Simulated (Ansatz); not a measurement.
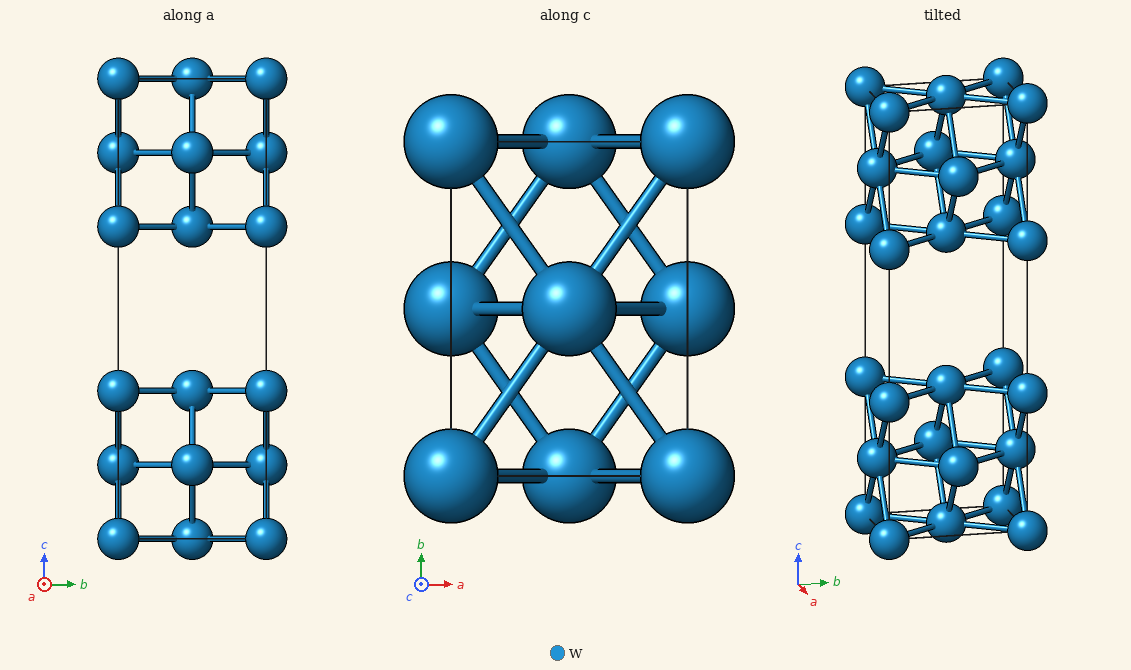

This ball-and-stick model is shown along the a axis, along the c axis and slightly off an axis. The conventional unit cell is outlined; an atom on or near a face, edge or corner is repeated at each equivalent position.

The lattice constants are a = 3.184 Å, b = 4.502 Å, c = 14.004 Å, α = 90.00°, β = 90.00°, γ = 90.00°.

Sticks mark W–W up to 3.09 Å (cut-off distances).

### What is the cell content?

10 (tungsten), counting shared atoms by their share.

### Name the space group.

Cmmm (No. 65), with W on 4k, W on 4l and W on 2a.

### What extended units do the bonds make?

The bonds build W layers parallel to (001).

The structure comes from the standard structure of this element; a slab was cut from it. Earlier steps of the study may have refined or changed the cell and positions. It went into a calculation with Ansatz.

At this level of theory the cell isn't at rest (forces up to 0.7 eV/Å), so its distances can differ from those at equilibrium, the more so the softer the solid.
